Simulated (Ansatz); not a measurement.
# Surface energy of Ta(210) slab (36 atoms)

What is the surface energy of this cell, counted against the bulk crystal, and how far does it hang on functional and mesh?

Calculated with Ansatz 0.2.0: Kohn-Sham DFT, PBE, PAW (set soft_2), plane waves; cutoff 420 eV, fermi-dirac smearing of 0.1 eV. Cutoffs: 420 eV for PBE and PBEsol; 500 eV for r2SCAN.

**The cells**

The cell holds 36 atoms: 36 Ta. Cell: a = 7.424 Å, b = 6.640 Å, c = 27.620 Å, α = 90.0°, β = 90.0°, γ = 90.0°. It derives from Ta. The starting structure: Slab of Ta cut on (2 1 0), 12.6 Å thick, 1 x 2 surface cells, both faces free, 15 Å of vacuum; not relaxed. Lattice constants are starting values near those of PBE. Vacuum lies along c.

The bulk reference is Ta2 in a cell of 2 atoms, 18.297 Å³ an atom.

The input of the single point on the relaxed cell:

```yaml
crystal:
  lattice:
    - [7.42375, 0.0, 0.0]
    - [0.0, 6.64, 0.0]
    - [0.0, 0.0, 27.62037]
  atoms:
    - { symbol: Ta, position: [0.89229, 0.25, 0.2817] }
    - { symbol: Ta, position: [0.18515, 0.0, 0.29955] }
    - { symbol: Ta, position: [0.48542, 0.25, 0.3248] }
    - { symbol: Ta, position: [0.7915, 1.0, 0.35348] }
    [... 30 atom lines left out ...]
    - { symbol: Ta, position: [0.71485, 0.75, 0.70045] }
    - { symbol: Ta, position: [0.00771, 0.5, 0.7183] }
kpoints:
  mp_grid: { grid: [5, 5, 1] }
hamiltonian:
  xc: pbe
scf:
  occupations: { method: fermi_dirac, width: 0.1 }
output:
  forces: true
  populations: true
  dos:
    method: { smearing: { sigma: 0.08 } }
    de: 0.1
    projected: { site_lists: { Ta: [Ta] } }
  eigenvalues: true
  write_density: true
  write_potential: true
  volumetric_format: npy
```

```
        cell  formula                    k-mesh  relaxation steps  gain on relaxing (eV)  free energy, PBE (eV)  time of its runs on this page
Ta(210) slab     Ta36  5×5×1 (relaxed on 3×4×1)                 6                   1.21            -357546.129                           58 s
     bulk Ta      Ta2                  17×17×17                 -                      -             -19864.546                           17 s
```

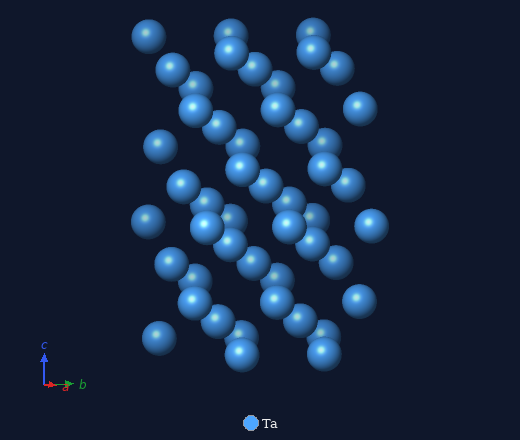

The relaxed cell. Some periodic images of atoms are drawn too.

**Surface energy**

The excess is the cell's free energy less 18 times that of the bulk cell. It is divided by twice the area, as the cell holds two faces, so the value is their mean, and they need not be alike (49.29 Å²), with 1 eV/Å² = 16.022 J/m².

```
           level  k-mesh  excess (eV)  surface energy (J/m²)  per area (meV/Å²)
             PBE   5×5×1       15.691                  2.550              159.2
PBE, denser mesh   6×7×1       15.704                  2.552              159.3
          r2SCAN   5×5×1       16.904                  2.747              171.5
          PBEsol   5×5×1       17.279                  2.808              175.3
```

Worked for the first row at PBE: (-357546.129) − 18 × (-19864.546) = 15.691 eV (from unrounded energies).

Then 15.691 / (2 × 49.29) × 16.022 = 2.550 J/m².

**Findings**

At PBE the surface energy is 2.55 J/m². At the same geometries the levels give 2.55 (PBE) to 2.81 J/m² (PBEsol) and the denser mesh leaves it within 0.01 J/m². Relaxing the atoms lowered it by 0.196 J/m² from the start (on the 3×4×1 mesh of the relaxation), and the farthest atom moved 0.29 Å.

Limits: The cell edges were held, so the lattice is the typed one for every functional. Cell and bulk are sampled on unlike meshes, and the error grows with the number of atoms subtracted. These are free energies under a smearing of 0.1 eV, whose entropy term isn't removed. Spin–orbit coupling is left out, which matters for the levels of the heavy elements. In some runs the program notes that the exchange-correlation potential is rough where the density is thin.

[Logs are printed without paths, hosts, clocks, repeated set-up lines and the standing remarks that a program may print on its own settings, such as how far it seeks lower states.]

[Hosts, paths, dates, database ids (printed as entryN), source tags and the programs' standing remarks are cut or masked in the printed files.]
